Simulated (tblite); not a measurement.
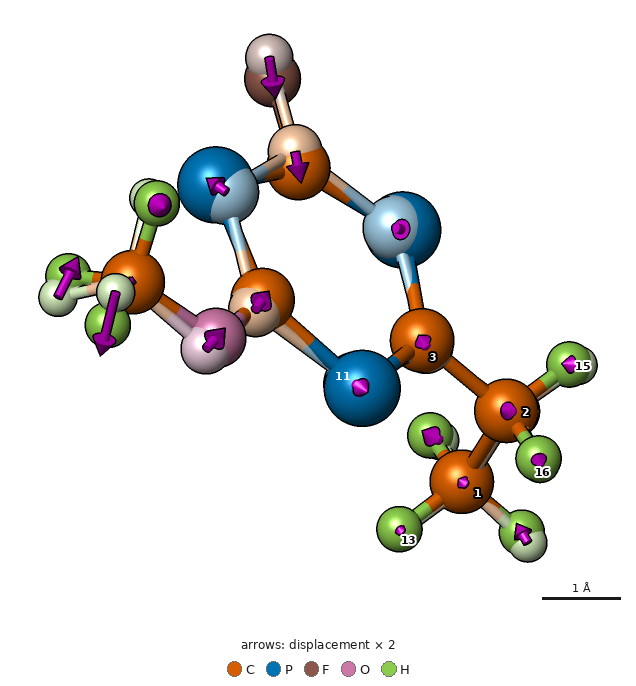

This is a relaxation of C$_{6}$H$_{8}$FOP$_{3}$. The starting structure is drawn faded, the final one solid; purple arrows show the displacements, 2 times their true length. The two geometries are superimposed by the best rigid fit.

Style: ball-and-stick. Shown from a free direction.

Theory: GFN2-xTB geometry optimisation, gas phase in tblite 0.8.0. 

**Which element moves most?**

Hydrogen: up to 0.48 Å, against 0.30 Å for fluorine.

**What happened in the run?**

The largest move after the best rigid fit is that of an H atom, 0.48 Å. By element the largest moves are H 0.48 Å, F 0.30 Å, O 0.23 Å, C 0.22 Å, P 0.18 Å. Near-neighbour distances that change, for instance: C–H 1.126 → 1.093 Å, C–O 1.386 → 1.402 Å, C–P 1.744 → 1.760 Å, C–C 1.515 → 1.528 Å. Bond angles that change, for instance: P–C–P 119.9° → 139.0°, C–P–C 120.7° → 102.1°, P–C–P 117.8° → 134.9°. Groups turn about C–O by about 25°. The energy falls by 1.923 eV in 70 geometry steps.
